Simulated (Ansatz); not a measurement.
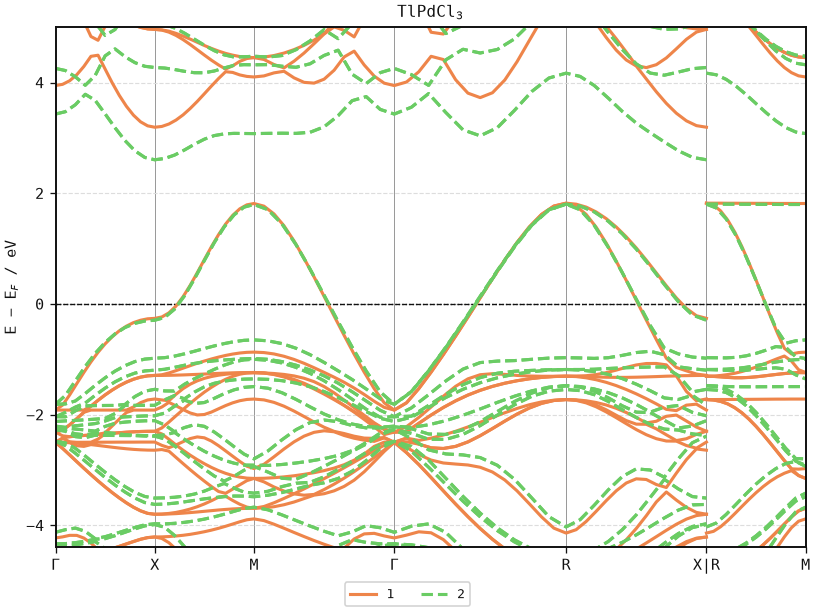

Band structures of TlPdCl3, space group Pm-3m, 5 atoms in the cell, by two methods on the same cell. Each is counted from its own Fermi level.

Which curve is which? The methods: r2SCAN, PBE+SOC.

1 is r2SCAN; 2 is PBE+SOC. r2SCAN gives a metal and PBE+SOC gives a metal. Spin-orbit coupling splits levels that are degenerate without it.

Settings. r2SCAN: DFT r2SCAN, scalar-relativistic, plane waves, PAW, no spin polarisation, 8×8×8 k mesh, 500 eV cutoff (Ansatz 0.2.0). PBE+SOC: DFT PBE, spin-orbit coupling, plane waves, PAW, 8×8×8 k mesh, 420 eV cutoff, Gaussian smearing of 0.1 eV (Ansatz).

The structure is an invented one, so it need not be a known or stable phase.
